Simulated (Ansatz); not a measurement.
**GeNO (SMILES [O-][N+]#[Ge-]) (charge −1): density, localisation and related maps**

Input

```
crystal:
  periodic: [false, false, false]
  atoms:
    - {symbol: Ge, position_ang: [0.000000, 0.000000, -1.543930]}
    - {symbol: "N", position_ang: [0.000000, 0.000000, 0.155826]}
    - {symbol: O, position_ang: [0.000000, 0.000000, 1.388104]}
basis:
  gaussian:
    orbitals: def2-TZVPD
total_charge: -1
output:
  forces: true
  orbitals: {seedname: orbitals}
hamiltonian:
  xc: pbe0
magnetization:
  spin_polarized: false
```

Run with:

```sh
ansatz run input.yaml --threads 1 --pin off --max-ram 2610MiB --events-out events.jsonl --progress --plain --runs-dir runs
```

Geometry: PBE0-D3(BJ)/def2-SVPD; the highest occupied orbital lies above zero, a sign that basis and functional describe the outermost electron poorly.

Method: isolated molecule in a Gaussian basis; Kohn-Sham density functional theory, functional PBE0 (Ansatz).

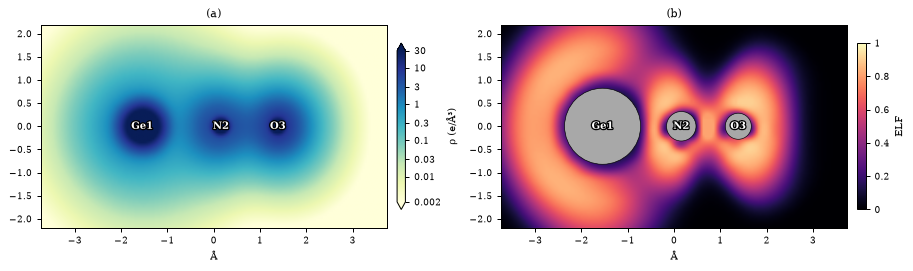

Figure 1. (a) electron density; (b) ELF on a plane that holds the molecular axis. Grey discs cover the atomic cores in the ELF map.

What do the fields say about this system?

Answer.
- The plane passes through Ge, N and O nuclei.
- N–O (1.23 Å): ρ is about 3.3 e/Å³ halfway; the ELF peaks at about 0.80 between the atoms (a covalent bond).
- Ge–N (1.70 Å): the density is about 1.1 e/Å³ at the midpoint; the ELF peaks at about 0.80 in the valence shell of N, 0.6 Å from its nucleus, and is about 0.25 at the midpoint.
- The ELF also peaks beside O3, away from the bonds: lone-pair regions.

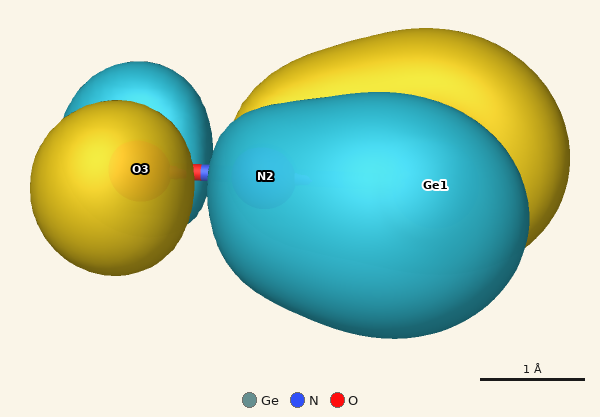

Figure 2. The HOMO at ±0.1 Å⁻³ᐟ² (yellow and cyan are the two phases), seen from one side.

What is the character of this orbital?

Answer. Its weight (Hirshfeld) is mainly on Ge1 (about 45 %), O3 (about 30 %) and N2 (about 25 %). It is one of a degenerate set, so its orientation is arbitrary. Its energy is 0.19 eV.
